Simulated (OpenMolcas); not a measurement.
Ni⁴⁺: multiconfigurational calculation

- system: Ni⁴⁺, among 2 point charges of −2 e at 1.6 Å, linear (D∞h), whose field is part of the energies.
- method: state-averaged SS-CASPT2, IPEA shift 0.25, imaginary shift 0.1 hartree, closed shells 3s 3p correlated, active space 6 electrons in the shell 3d, basis ANO-RCC-VDZP, DKH2 scalar Hamiltonian, spin-orbit coupling by RASSI with atomic mean-field integrals (OpenMolcas)

## Input file
```
&GATEWAY
Coord
1

Ni 0.0 0.0 0.0
Basis=ANO-RCC-VDZP
Group=XYZ
NoMove
AngMom=0.0 0.0 0.0
AMFI
XField
1 Angstrom 0
0.000000 0.000000 1.600000 -2.000000
&SEWARD
&RASSCF
FileOrb=start.orb
Symmetry=1
Spin=5
nActEl=6 0 0
Inactive=3 6
Ras2=5 0
CIRoot=5 5 1
SDav=5
CIMx=300
Iter=120 100
PrWF=0.3
OrbListing=Nothing
MaxOrb=0
>>> COPY $Project.JobIph JOB001
&RASSCF
FileOrb=start.orb
Symmetry=1
Spin=3
nActEl=6 0 0
Inactive=3 6
Ras2=5 0
CIRoot=45 45 1
SDav=45
CIMx=300
Iter=120 100
PrWF=0.3
OrbListing=Nothing
MaxOrb=0
>>> COPY $Project.JobIph JOB002
&RASSCF
FileOrb=start.orb
Symmetry=1
Spin=1
nActEl=6 0 0
Inactive=3 6
Ras2=5 0
CIRoot=50 50 1
SDav=50
CIMx=300
Iter=120 100
PrWF=0.3
OrbListing=Nothing
MaxOrb=0
>>> COPY $Project.JobIph JOB003
&RASSI
NrOfJobIphs=3 5 45 50
1 2 3 4 5
1 2 3 4 5 6 7 8 9 10 11 12 13 14 15 16 17 18 19 20 21 22 23 24 25 26 27
28 29 30 31 32 33 34 35 36 37 38 39 40 41 42 43 44 45
1 2 3 4 5 6 7 8 9 10 11 12 13 14 15 16 17 18 19 20 21 22 23 24 25 26 27
28 29 30 31 32 33 34 35 36 37 38 39 40 41 42 43 44 45 46 47 48 49 50
IphNames
JOB001
JOB002
JOB003
EJob
SpinOrbit
DIPRint=1.0
SOCoupling=1000.0
Subsets=2
Property=9
'ANGMOM' 1 'ANGMOM' 2 'ANGMOM' 3 'MLTPL  1' 1 'MLTPL  1' 2 'MLTPL  1' 3
'AMFI' 1 'AMFI' 2 'AMFI' 3
SOProperty=3
'ANGMOM' 1 'ANGMOM' 2 'ANGMOM' 3
>>> COPY JOB001 $Project.JobIph
&CASPT2
Multistate=5 1 2 3 4 5
NoMult
Frozen=2 3
IPEA=0.25
Imaginary=0.1
MaxIter=60
WThr=0.0 0.3 0.05
PrWF=0.5
NoMix
>>> COPY JOB002 $Project.JobIph
&CASPT2
Multistate=45 1 2 3 4 5 6 7 8 9 10 11 12 13 14 15 16 17 18 19 20 21 22
23 24 25 26 27 28 29 30 31 32 33 34 35 36 37 38 39 40 41 42 43 44 45
NoMult
Frozen=2 3
IPEA=0.25
Imaginary=0.1
MaxIter=60
WThr=0.0 0.3 0.05
PrWF=0.5
NoMix
>>> COPY JOB003 $Project.JobIph
&CASPT2
Multistate=50 1 2 3 4 5 6 7 8 9 10 11 12 13 14 15 16 17 18 19 20 21 22
23 24 25 26 27 28 29 30 31 32 33 34 35 36 37 38 39 40 41 42 43 44 45 46
47 48 49 50
NoMult
Frozen=2 3
IPEA=0.25
Imaginary=0.1
MaxIter=60
WThr=0.0 0.3 0.05
PrWF=0.5
NoMix
```

The file start.orb holds starting orbitals from an earlier step. A driver script formed the levels outside the program, from RASSI's spin-orbit matrix and the CASPT2 energies (for multi-state variants, the effective Hamiltonian), averaged over the components of each term or state. The log and the time are those of the CASPT2 step.

Hardware: 1 CPU thread, shared host.

Command:
```bash
OMP_NUM_THREADS=1 MOLCAS_MEM=1689 MOLCAS_PROJECT=a pymolcas a.inp > a.log  # once for each step of the input, in one work folder
```

## Log (extracts)
```
--- CASPT2 ---
Orbital specifications:
      -----------------------

      Symmetry species                           1   2
                                                ag  au
      Frozen orbitals                            2   3
      Inactive orbitals                          1   3
      Active orbitals                            5   0
      Secondary orbitals                         7  13
      Deleted orbitals                           0   0
      Number of basis functions                 15  19
Type of calculation                        SS-CASPT2
      Fock operator                              state-specific
      IPEA shift                                 0.25
      Real shift                                 0.00
      Imaginary shift                            0.10
      The input orbitals will be transformed to quasi-canonical
Reference energy:       -1520.3429774304
      E2 (Non-variational):      -0.2977825408
      Shift correction:          -0.0000550095
      E2 (Variational):          -0.2978375502
      Total energy:           -1520.6408149807
      Residual norm:              0.0000001260
      Reference weight:           0.96423
      Contributions to the CASPT2 correlation energy
      Active & Virtual Only:         -0.0864489163
      One Inactive Excited:          -0.1479651804
      Two Inactive Excited:          -0.0633684441
Reference energy:       -1520.3429774304
      E2 (Non-variational):      -0.2977815693
      Shift correction:          -0.0000550065
      E2 (Variational):          -0.2978365758
      Total energy:           -1520.6408140062
      Residual norm:              0.0000001260
      Reference weight:           0.96423
      Contributions to the CASPT2 correlation energy
      Active & Virtual Only:         -0.0864483271
      One Inactive Excited:          -0.1479647981
      Two Inactive Excited:          -0.0633684441
::    CASPT2 Root  1     Total energy:  -1520.64081498
::    CASPT2 Root  2     Total energy:  -1520.64081401
::    CASPT2 Root  3     Total energy:  -1520.58704459
::    CASPT2 Root  4     Total energy:  -1520.58704459
::    CASPT2 Root  5     Total energy:  -1520.55689696
--- CASPT2 ---
Orbital specifications:
      -----------------------

      Symmetry species                           1   2
                                                ag  au
      Frozen orbitals                            2   3
      Inactive orbitals                          1   3
      Active orbitals                            5   0
      Secondary orbitals                         7  13
      Deleted orbitals                           0   0
      Number of basis functions                 15  19
Type of calculation                        SS-CASPT2
      Fock operator                              state-specific
      IPEA shift                                 0.25
      Real shift                                 0.00
      Imaginary shift                            0.10
      The input orbitals will be transformed to quasi-canonical
Reference energy:       -1520.2055971574
      E2 (Non-variational):      -0.3038159682
      Shift correction:          -0.0000543188
      E2 (Variational):          -0.3038702870
      Total energy:           -1520.5094674444
      Residual norm:              0.0000002907
      Reference weight:           0.96369
      Contributions to the CASPT2 correlation energy
      Active & Virtual Only:         -0.0875621718
      One Inactive Excited:          -0.1539486798
      Two Inactive Excited:          -0.0623051166
Reference energy:       -1520.2055971574
      E2 (Non-variational):      -0.3038161656
      Shift correction:          -0.0000543190
      E2 (Variational):          -0.3038704846
      Total energy:           -1520.5094676420
      Residual norm:              0.0000002907
      Reference weight:           0.96369
      Contributions to the CASPT2 correlation energy
      Active & Virtual Only:         -0.0875621820
      One Inactive Excited:          -0.1539488661
      Two Inactive Excited:          -0.0623051175
::    CASPT2 Root  1     Total energy:  -1520.50946744
::    CASPT2 Root  2     Total energy:  -1520.50946764
::    CASPT2 Root  3     Total energy:  -1520.50489772
::    CASPT2 Root  4     Total energy:  -1520.50176560
::    CASPT2 Root  5     Total energy:  -1520.50176560
::    CASPT2 Root  6     Total energy:  -1520.49908661
::    CASPT2 Root  7     Total energy:  -1520.49914599
::    CASPT2 Root  8     Total energy:  -1520.49687233
::    CASPT2 Root  9     Total energy:  -1520.49684904
::    CASPT2 Root 10     Total energy:  -1520.49501591
::    CASPT2 Root 11     Total energy:  -1520.49501592
::    CASPT2 Root 12     Total energy:  -1520.49824184
::    CASPT2 Root 13     Total energy:  -1520.48244319
::    CASPT2 Root 14     Total energy:  -1520.48247232
::    CASPT2 Root 15     Total energy:  -1520.46321192
::    CASPT2 Root 16     Total energy:  -1520.46321188
::    CASPT2 Root 17     Total energy:  -1520.46496099
::    CASPT2 Root 18     Total energy:  -1520.46496150
::    CASPT2 Root 19     Total energy:  -1520.46526756
::    CASPT2 Root 20     Total energy:  -1520.46696333
::    CASPT2 Root 21     Total energy:  -1520.46696333
::    CASPT2 Root 22     Total energy:  -1520.45982045
::    CASPT2 Root 23     Total energy:  -1520.44973574
::    CASPT2 Root 24     Total energy:  -1520.44973574
::    CASPT2 Root 25     Total energy:  -1520.44707342
::    CASPT2 Root 26     Total energy:  -1520.44708516
::    CASPT2 Root 27     Total energy:  -1520.43360111
::    CASPT2 Root 28     Total energy:  -1520.43360160
::    CASPT2 Root 29     Total energy:  -1520.41598804
::    CASPT2 Root 30     Total energy:  -1520.41592688
--- CASPT2 ---
Orbital specifications:
      -----------------------

      Symmetry species                           1   2
                                                ag  au
      Frozen orbitals                            2   3
      Inactive orbitals                          1   3
      Active orbitals                            5   0
      Secondary orbitals                         7  13
      Deleted orbitals                           0   0
      Number of basis functions                 15  19
Type of calculation                        SS-CASPT2
      Fock operator                              state-specific
      IPEA shift                                 0.25
      Real shift                                 0.00
      Imaginary shift                            0.10
      The input orbitals will be transformed to quasi-canonical
Reference energy:       -1520.1441669712
      E2 (Non-variational):      -0.3052231881
      Shift correction:          -0.0000585268
      E2 (Variational):          -0.3052817149
      Total energy:           -1520.4494486861
      Residual norm:              0.0000002879
      Reference weight:           0.96299
      Contributions to the CASPT2 correlation energy
      Active & Virtual Only:         -0.0867453298
      One Inactive Excited:          -0.1612357858
      Two Inactive Excited:          -0.0572420725
Reference energy:       -1520.1418188798
      E2 (Non-variational):      -0.3047518730
      Shift correction:          -0.0000594872
      E2 (Variational):          -0.3048113602
      Total energy:           -1520.4466302399
      Residual norm:              0.0000002795
      Reference weight:           0.96305
      Contributions to the CASPT2 correlation energy
      Active & Virtual Only:         -0.0863382329
      One Inactive Excited:          -0.1619744157
      Two Inactive Excited:          -0.0564392244
::    CASPT2 Root  1     Total energy:  -1520.44944869
::    CASPT2 Root  2     Total energy:  -1520.44663024
::    CASPT2 Root  3     Total energy:  -1520.44663024
::    CASPT2 Root  4     Total energy:  -1520.43984528
::    CASPT2 Root  5     Total energy:  -1520.43985678
::    CASPT2 Root  6     Total energy:  -1520.43187937
::    CASPT2 Root  7     Total energy:  -1520.43187900
::    CASPT2 Root  8     Total energy:  -1520.43475764
::    CASPT2 Root  9     Total energy:  -1520.43476447
::    CASPT2 Root 10     Total energy:  -1520.41232964
::    CASPT2 Root 11     Total energy:  -1520.41223209
::    CASPT2 Root 12     Total energy:  -1520.42861447
::    CASPT2 Root 13     Total energy:  -1520.42861447
::    CASPT2 Root 14     Total energy:  -1520.42154566
::    CASPT2 Root 15     Total energy:  -1520.41893123
::    CASPT2 Root 16     Total energy:  -1520.41892207
::    CASPT2 Root 17     Total energy:  -1520.40788628
::    CASPT2 Root 18     Total energy:  -1520.40788630
::    CASPT2 Root 19     Total energy:  -1520.39537448
::    CASPT2 Root 20     Total energy:  -1520.39537446
::    CASPT2 Root 21     Total energy:  -1520.40422388
::    CASPT2 Root 22     Total energy:  -1520.36568363
::    CASPT2 Root 23     Total energy:  -1520.36568363
::    CASPT2 Root 24     Total energy:  -1520.38145288
::    CASPT2 Root 25     Total energy:  -1520.38145287
::    CASPT2 Root 26     Total energy:  -1520.37602041
::    CASPT2 Root 27     Total energy:  -1520.37602066
::    CASPT2 Root 28     Total energy:  -1520.36941004
::    CASPT2 Root 29     Total energy:  -1520.34768508
::    CASPT2 Root 30     Total energy:  -1520.34833434
```

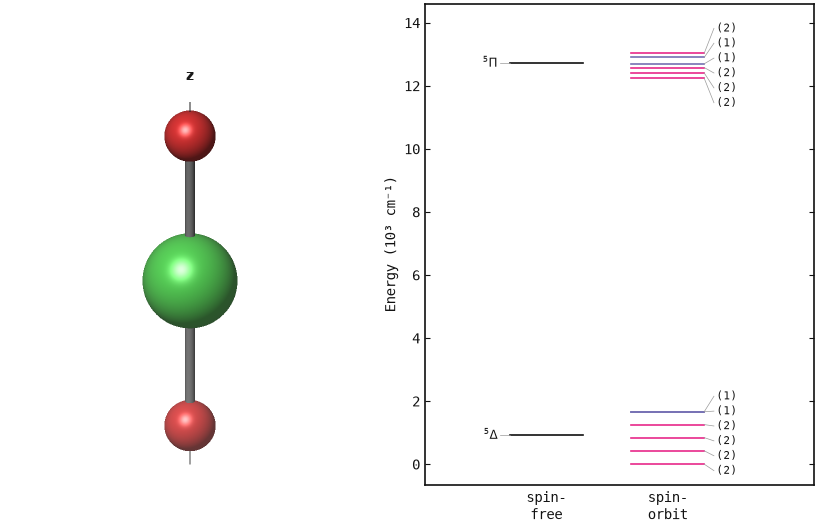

Figure 1. Ni⁴⁺ (3d⁶) among 2 point charges of −2 e at 1.6 Å, arranged as: linear (D∞h), with its levels. Labels give the representation in O, Td, D4 or D3 as the site allows (double group for half-integer spin) where it could be assigned and, in brackets, the degeneracy; spin-free states, where drawn, share the zero of the spin-orbit levels. The ground level is doubly degenerate, 100 % from states of spin multiplicity 5. Its principal g values are 0.00, 0.00 and 12.00, easy-axis. The next level lies at 425 cm⁻¹. The lowest spin-free state is ⁵Δ, from the free-ion D term; of the same spin there follows at 11,800 cm⁻¹ (⁵Π) above it.

## Summary

- outcome: converged
- energy of the lowest spin-free term: −1520.64081 hartree
- energy of the lowest spin-orbit level: −1520.64506 hartree
- CASPT2 correlation energy: −0.2978 hartree
- largest spread among components of a term: 25.3 cm⁻¹
- lowest reference weight: 0.957
- wall time: 5.3 s

## Remarks

Caveats: point charges lack covalency, field too small at true ligand charges; small active space favours high spin, ground spin may be wrong.
